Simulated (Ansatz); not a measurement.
# PBE/STO-3G run of CHFO (formyl fluoride)

What is the electronic atomisation energy of CHFO (formyl fluoride) at PBE/STO-3G? 

Program for the calculation: Ansatz 0.2.0.

62 further runs of the same task are left out: 2 that didn't finish, 60 set aside as unsound or not needed.

## (1) The molecule

The species is CHFO (4 atoms), meant as a singlet with charge 0. As SMILES, `O=CF`. The coordinates come from a PBE0-D4/def2-TZVP relaxation.

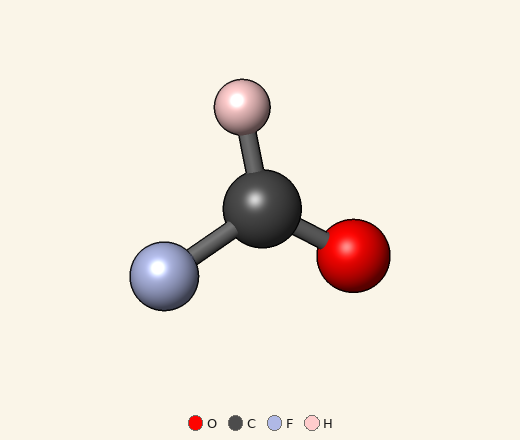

The structure, seen from a chosen angle (oxygen red, carbon dark grey, fluorine light blue, hydrogen pink).

## (2) The energy at PBE/STO-3G

Contents of in.yaml:

```yaml
crystal:
  periodic: [false, false, false]
  atoms:
    - symbol: O
      position_ang: [-0.889340, 0.201180, 0.827740]
    - symbol: C
      position_ang: [-0.046400, 0.067520, 0.021620]
    - symbol: F
      position_ang: [0.585200, -1.091810, -0.181820]
    - symbol: H
      position_ang: [0.350540, 0.823120, -0.667550]
basis:
  gaussian:
    orbitals: STO-3G
hamiltonian:
  xc: {name: PBE}
accuracy: high
```

Started as:

```
$ ansatz run in.yaml --threads 1 --pin off --max-ram 3480MiB --events-out events.jsonl --progress --plain --runs-dir runs
```

The log of the run:

```text
Warning: RAYON_NUM_THREADS=1 ignored (pool sized by the plan → 1); use --threads N
Functional definition: PBE
  name "PBE"
  parameter kappa = 0.804
  parameter beta = 0.06672455060314922
  exchange = pbe_x(kappa = kappa, mu = beta*pi^2/3)
  correlation = pbe_c(beta = beta)
273 factors; integrals over basis functions are off by at most 4.8e-8 eV
mean field evaluation 1: about -5727.5005 eV, gradient 2.7e1 eV
mean field evaluation 2: about -5710.9572 eV, gradient 8.8e1 eV
mean field evaluation 4: about -5729.5109 eV, gradient 4.0e0 eV
mean field evaluation 8: about -5729.5051 eV, gradient 4.0e-2 eV
mean field evaluation 16: about -5729.5051 eV, gradient 4.5e-8 eV
mean field -5729.50505778 eV, -210.5554272754 hartree, gradient 4.5e-8 eV, S^2 0.000000; 0 other end points of the search recorded, 0 dependent functions left out
reference -5729.50505886 eV, -210.5554273150 hartree; 12, 12 occupied and 4, 4 virtual orbitals, 273 factors
Total energy: -5729.50505886 eV, -210.5554273150 hartree
```

Run time: 0.83 s. Hardware: 1 thread of Intel Xeon Platinum 8259CL at 2.50GHz (Skylake/Cascade Lake), shared host.

## (3) The C atom, same level

Contents of molecule.yaml:

```yaml
crystal:
  periodic: [false, false, false]
  atoms:
    - symbol: C
      position_ang: [0.000000, 0.000000, 0.000000]
basis:
  gaussian:
    orbitals: STO-3G
magnetization:
  spin_polarized: true
  initial_magnetization: 2
hamiltonian:
  xc: {name: PBE}
accuracy: high
```

Started as:

```
$ ansatz run molecule.yaml --threads 1 --pin off --max-ram 3480MiB --events-out events.jsonl --progress --plain --runs-dir runs
```

The log of the run:

```text
Warning: RAYON_NUM_THREADS=1 ignored (pool sized by the plan → 1); use --threads N
Functional definition: PBE
  name "PBE"
  parameter kappa = 0.804
  parameter beta = 0.06672455060314922
  exchange = pbe_x(kappa = kappa, mu = beta*pi^2/3)
  correlation = pbe_c(beta = beta)
15 factors; integrals over basis functions are off by at most 9.8e-10 eV
mean field evaluation 1: about -1014.6260 eV, gradient 1.7e-12 eV
mean field evaluation 2: about -1014.6263 eV, gradient 7.8e-12 eV
mean field evaluation 4: about -1014.6261 eV, gradient 0.0e0 eV
mean field evaluation 8: about -1014.6262 eV, gradient 9.5e-2 eV
mean field evaluation 16: about -1014.6260 eV, gradient 7.9e-8 eV
mean field -1014.62632258 eV, -37.2868296163 hartree, gradient 0.0e0 eV, S^2 2.000000; 5 other end points of the search recorded, 0 dependent functions left out
reference -1014.62632341 eV, -37.2868296468 hartree; 4, 2 occupied and 1, 3 virtual orbitals, 15 factors
Total energy: -1014.62632341 eV, -37.2868296468 hartree
```

Run time: 0.5 s. Hardware: 1 thread of Intel Xeon Platinum 8259CL at 2.50GHz (Skylake/Cascade Lake), shared host.

## (4) The F atom

Contents of input.yaml:

```yaml
crystal:
  periodic: [false, false, false]
  atoms:
    - symbol: F
      position_ang: [0.000000, 0.000000, 0.000000]
basis:
  gaussian: {orbitals: STO-3G}
accuracy: high
magnetization: {spin_polarized: true, initial_magnetization: 1}
hamiltonian: {xc: pbe}
```

Started as:

```
$ ansatz run input.yaml --threads 1 --pin off --max-ram 3480MiB --events-out events.jsonl --progress --plain --runs-dir runs
```

The log of the run:

```text
Warning: RAYON_NUM_THREADS=1 ignored (pool sized by the plan → 1); use --threads N
Functional definition: PBE
  name "PBE"
  parameter kappa = 0.804
  parameter beta = 0.06672455060314922
  exchange = pbe_x(kappa = kappa, mu = beta*pi^2/3)
  correlation = pbe_c(beta = beta)
15 factors; integrals over basis functions are off by at most 1.2e-9 eV
mean field evaluation 1: about -2671.3014 eV, gradient 5.5e-12 eV
mean field evaluation 2: about -2671.3023 eV, gradient 3.7e-11 eV
mean field evaluation 4: about -2671.3022 eV, gradient 0.0e0 eV
mean field evaluation 8: about -2671.3022 eV, gradient 2.7e-2 eV
mean field evaluation 16: about -2671.3022 eV, gradient 2.7e-13 eV
mean field -2671.30230684 eV, -98.1685491026 hartree, gradient 0.0e0 eV, S^2 0.750000; 5 other end points of the search recorded, 0 dependent functions left out
reference -2671.30230714 eV, -98.1685491137 hartree; 5, 4 occupied and 0, 1 virtual orbitals, 15 factors
Total energy: -2671.30230714 eV, -98.1685491137 hartree
```

Wall time 0.52 s (1 thread of Intel Xeon Platinum 8259CL at 2.50GHz (Skylake/Cascade Lake), shared host).

## (5) The H atom, same level

Contents of job.yaml:

```yaml
crystal:
  periodic: [false, false, false]
  atoms:
    - symbol: H
      position_ang: [0.000000, 0.000000, 0.000000]
basis:
  gaussian: {orbitals: STO-3G}
accuracy: high
hamiltonian: {xc: {name: PBE}}
magnetization: {spin_polarized: true, initial_magnetization: 1}
```

Run the same way, it converges to -0.46438 Eh (log not shown).

## (6) The O atom at the same level

Contents of input.yaml:

```yaml
crystal:
  periodic: [false, false, false]
  atoms:
    - symbol: O
      position_ang: [0.000000, 0.000000, 0.000000]
basis:
  gaussian:
    orbitals: STO-3G
total_charge: 0
magnetization:
  spin_polarized: true
  initial_magnetization: 2
hamiltonian:
  xc: {name: PBE}
accuracy: high
```

Started as:

```
$ ansatz run input.yaml --threads 1 --pin off --max-ram 3480MiB --events-out events.jsonl --progress --plain --runs-dir runs
```

The log of the run:

```text
Warning: RAYON_NUM_THREADS=1 ignored (pool sized by the plan → 1); use --threads N
Functional definition: PBE
  name "PBE"
  parameter kappa = 0.804
  parameter beta = 0.06672455060314922
  exchange = pbe_x(kappa = kappa, mu = beta*pi^2/3)
  correlation = pbe_c(beta = beta)
15 factors; integrals over basis functions are off by at most 1.1e-9 eV
mean field evaluation 1: about -2012.2475 eV, gradient 3.6e-12 eV
mean field evaluation 2: about -2012.2484 eV, gradient 1.5e-11 eV
mean field evaluation 4: about -2012.2472 eV, gradient 0.0e0 eV
mean field evaluation 8: about -2012.2481 eV, gradient 2.6e-2 eV
mean field evaluation 16: about -2012.2484 eV, gradient 1.4e-10 eV
mean field -2012.24843053 eV, -73.9487658709 hartree, gradient 8.8e-24 eV, S^2 2.000000; 6 other end points of the search recorded, 0 dependent functions left out
reference -2012.24843101 eV, -73.9487658885 hartree; 5, 3 occupied and 0, 2 virtual orbitals, 15 factors
Total energy: -2012.24843101 eV, -73.9487658885 hartree
```

Run time: 0.5 s. Hardware: 1 thread of Intel Xeon Platinum 8259CL at 2.50GHz (Skylake/Cascade Lake), shared host.

## (7) Summary of results

At PBE/STO-3G:

| quantity | value |
| --- | --- |
| molecule: total energy | -210.55543 Eh |
| C atom: total energy | -37.28683 Eh |
| C atom: ⟨S²⟩ | 2.000 |
| F atom: total energy | -98.16855 Eh |
| F atom: ⟨S²⟩ | 0.750 |
| H atom: total energy | -0.46438 Eh |
| H atom: ⟨S²⟩ | 0.750 |
| O atom: total energy | -73.94877 Eh |
| O atom: ⟨S²⟩ | 2.000 |
| electronic atomisation energy | 18.692 eV |

In words: Taking the molecule apart into free atoms costs 18.69 eV (1803 kJ/mol), before zero-point energy and without spin-orbit coupling. In a minimal basis such a difference can be off by several eV, whatever the method.
